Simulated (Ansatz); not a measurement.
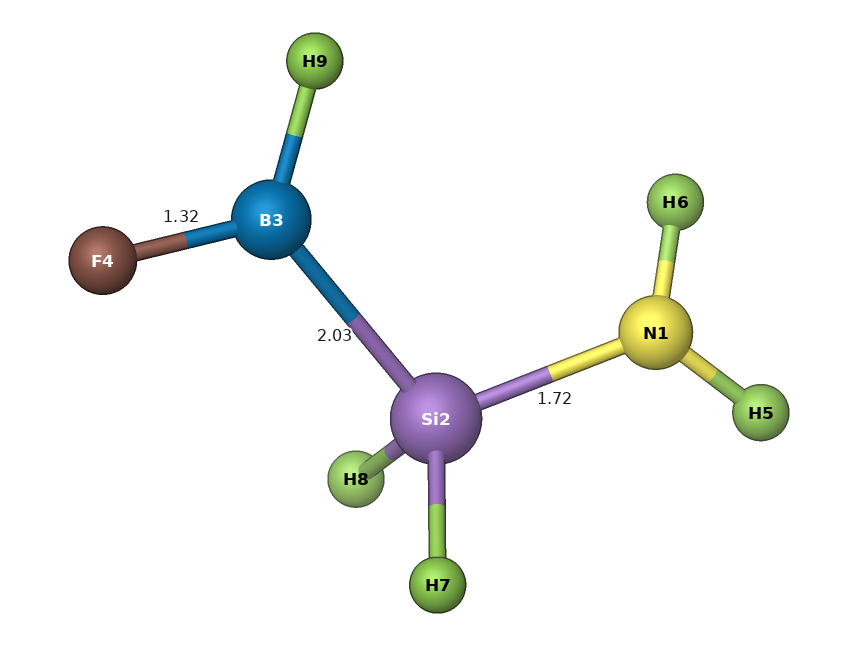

The numbers beside the sticks are distances in Å. Sticks don't show bond order. The computed structure is the end point of a PBE0-D4/def2-TZVP optimisation.

Question: Assign a bond order to each marked bond.

Answer: N1–Si2 single; Si2–B3 single; B3–F4 single.

Question: Write the SMILES.

Answer: N[SiH2]BF
